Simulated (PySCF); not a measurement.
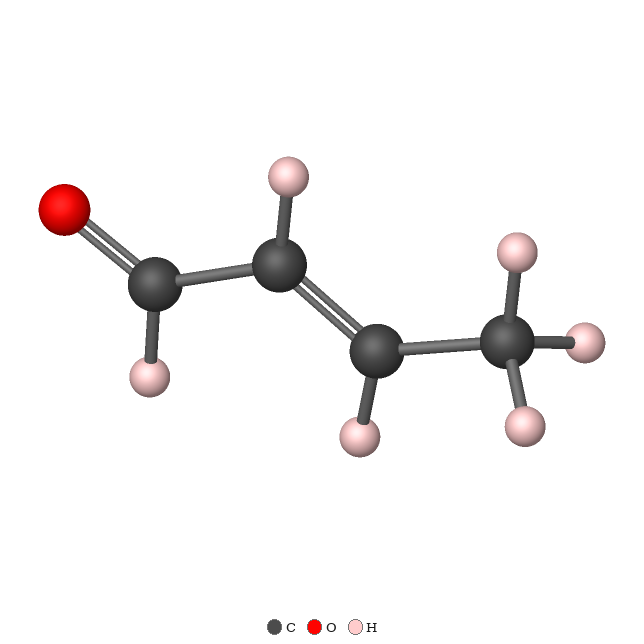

Source: calculation with PySCF.

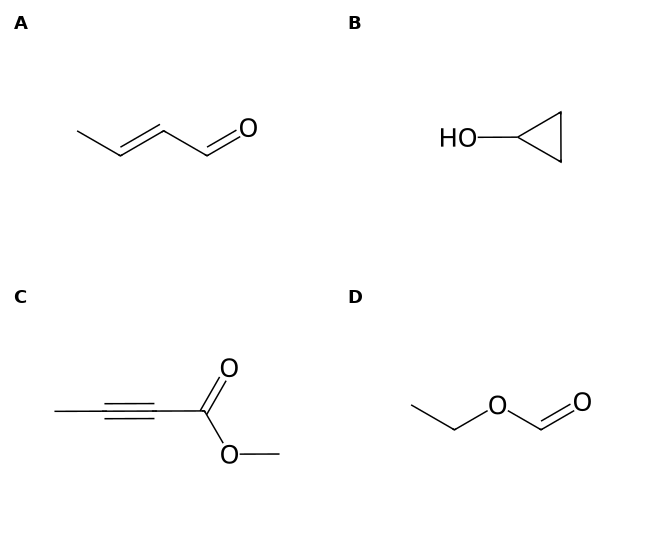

Which structural formula matches the 3D model?

A, `C/C=C/C=O`.
